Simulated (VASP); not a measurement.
Band structure of C (graphite). These are PBE GGA, VASP's PBE PAW potentials (set 64) (plane waves; VASP) values and carry that method's errors.

Without a dispersion term in the relaxation, distances and binding between the weakly bound layers, chains or molecules are unreliable, and so is what depends on them.

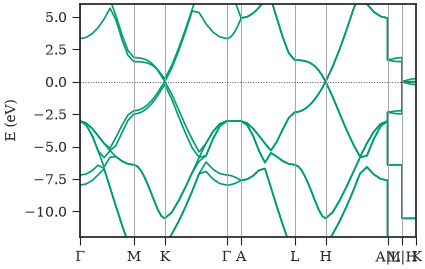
*Bands along high-symmetry lines, zero at the valence-band maximum or, without a gap, the Fermi level*

**Question.** Read the plot: is there a gap, and where are the band edges?

**Answer.** It has no gap at this level: it comes out as a metal or semimetal. (Edges off the drawn lines would not show.)

The compound is C in the graphite structure. It was relaxed first, which changed the volume by +19 %.
